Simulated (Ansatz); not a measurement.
# wB97X/3-21G run of [BH4]− (SMILES [BH4-])

Aim: the vertical singlet–triplet gap of [BH4]− at wB97X/3-21G, from 2 runs. 

Program for the calculation: Ansatz 0.2.0.

5 further runs of the same task are left out: 4 that didn't finish, 1 set aside as unsound or not needed.

### Step 1. The structure to begin with

[BH4]−: 5 atoms, total charge -1, spin state singlet. SMILES: `[BH4-]`. The coordinates come from a GFN2-xTB relaxation.

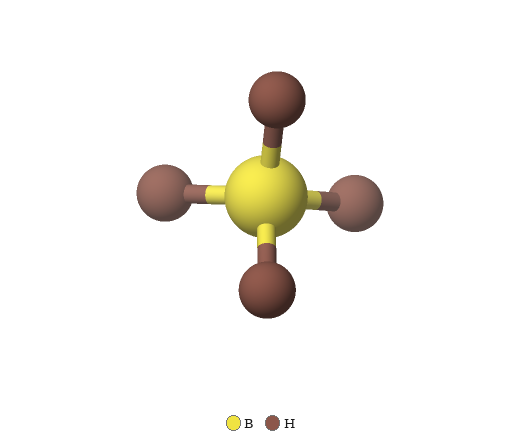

Viewed from a chosen angle; boron yellow, hydrogen brown.

### Step 2. A single-point energy at wB97X/3-21G

The input, run.yaml:

```yaml
crystal:
  periodic: [false, false, false]
  atoms:
    - {symbol: B, position_ang: [0.000100, 0.000170, -0.000110]}
    - {symbol: H, position_ang: [0.683660, 0.997010, 0.217690]}
    - {symbol: H, position_ang: [0.726340, -0.988490, -0.067070]}
    - {symbol: H, position_ang: [-0.600410, 0.139700, -1.063360]}
    - {symbol: H, position_ang: [-0.809690, -0.148380, 0.912850]}
basis:
  gaussian: {orbitals: 3-21G.json}
total_charge: -1
hamiltonian: {xc: {name: wB97X}}
accuracy: high
```

The basis set 3-21G is read from a file made from the Basis Set Exchange's data (not shown).

Started as:

```bash
$ ansatz run run.yaml --threads 1 --pin off --max-ram 2610MiB --events-out events.jsonl --progress --plain --runs-dir runs
```

Standard output:

```text
Warning: RAYON_NUM_THREADS=1 ignored (pool sized by the plan → 1); use --threads N
Functional definition: wB97X
  name "wB97X"
  parameter omega = 0.3/bohr
  parameter cx = 0.157706
  parameter cx1 = 0.726479
  parameter cx2 = 1.04760
  parameter cx3 = -5.70635
  parameter cx4 = 13.2794
  parameter css1 = -4.33879
  parameter css2 = 18.2308
  parameter css3 = -31.7430
  parameter css4 = 17.2901
  parameter cos1 = 2.37031
  parameter cos2 = -11.3995
  parameter cos3 = 6.58405
  parameter cos4 = -3.78132
  exchange = spin_sum(e_x_unif_sr(omega)*poly(b97_u_x, 1 - cx, cx1, cx2, cx3, cx4)) + cx*exact_x_sr(omega)
      + exact_x_lr(omega)
  correlation = spin_sum(e_c_pw_same_spin*poly(b97_u_same, 1, css1, css2, css3, css4))
      + integral(e_c_pw_opposite_spin*poly(b97_u_opposite, 1, cos1, cos2, cos3, cos4))
342 factors; integrals over basis functions are off by at most 3.9e-9 eV
156 factors; integrals over basis functions are off by at most 9.5e-10 eV
mean field evaluation 1: about -736.6722 eV, gradient 6.0e0 eV
mean field evaluation 2: about -736.8287 eV, gradient 1.5e0 eV
mean field evaluation 4: about -736.8391 eV, gradient 4.5e-2 eV
mean field evaluation 8: about -736.8093 eV, gradient 1.3e-3 eV
mean field -736.80926977 eV, -27.0772412367 hartree, gradient 9.1e-8 eV, S^2 0.000000; 0 other end points of the search recorded, 0 dependent functions left out
reference -736.80926814 eV, -27.0772411767 hartree; 5, 5 occupied and 12, 12 virtual orbitals, 342 factors
Total energy: -736.80926814 eV, -27.0772411767 hartree
```

It took 3.6 s on 1 thread of Intel Xeon Platinum 8259CL at 2.50GHz (Skylake/Cascade Lake), shared host; peak memory 0.19 GiB.

### Step 3. The triplet, same level

The input, job.yaml:

```yaml
crystal:
  periodic: [false, false, false]
  atoms:
    - {symbol: B, position_ang: [0.000100, 0.000170, -0.000110]}
    - {symbol: H, position_ang: [0.683660, 0.997010, 0.217690]}
    - {symbol: H, position_ang: [0.726340, -0.988490, -0.067070]}
    - {symbol: H, position_ang: [-0.600410, 0.139700, -1.063360]}
    - {symbol: H, position_ang: [-0.809690, -0.148380, 0.912850]}
basis:
  gaussian: {orbitals: 3-21G.json}
total_charge: -1
magnetization: {spin_polarized: true, initial_magnetization: 2}
hamiltonian: {xc: {name: wB97X}}
accuracy: high
```

The basis set 3-21G is read from a file made from the Basis Set Exchange's data (not shown).

Started as:

```bash
$ ansatz run job.yaml --threads 1 --pin off --max-ram 2610MiB --events-out events.jsonl --progress --plain --runs-dir runs
```

Standard output (excerpt; [...] marks lines left out):

```text
Warning: RAYON_NUM_THREADS=1 ignored (pool sized by the plan → 1); use --threads N
[... 2 set-up lines as earlier in the session ...]
[...]
      + exact_x_lr(omega)
[...]
      + integral(e_c_pw_opposite_spin*poly(b97_u_opposite, 1, cos1, cos2, cos3, cos4))
342 factors; integrals over basis functions are off by at most 3.9e-9 eV
156 factors; integrals over basis functions are off by at most 9.5e-10 eV
[...]
mean field -726.33794017 eV, -26.6924269718 hartree, gradient 4.5e-8 eV, S^2 2.001348; 6 other end points of the search recorded, 0 dependent functions left out
reference -726.33793926 eV, -26.6924269381 hartree; 6, 4 occupied and 11, 13 virtual orbitals, 342 factors
Total energy: -726.33793926 eV, -26.6924269381 hartree
```

Run time: 8.7 s. Hardware: 1 thread of Intel Xeon Platinum 8259CL at 2.50GHz (Skylake/Cascade Lake), shared host; peak memory 0.29 GiB.

### Step 4. Summary of results

Level: wB97X/3-21G.

| quantity | value |
| --- | --- |
| singlet: total energy | -27.07724 Eh |
| triplet: total energy | -26.69243 Eh |
| triplet: ⟨S²⟩ | 2.001 |
| vertical energy of the triplet above the singlet | 10.471 eV |

In words: At this shape the triplet lies 10.47 eV (1010 kJ/mol) above the singlet. For an anion a state so high probably lies above electron detachment.
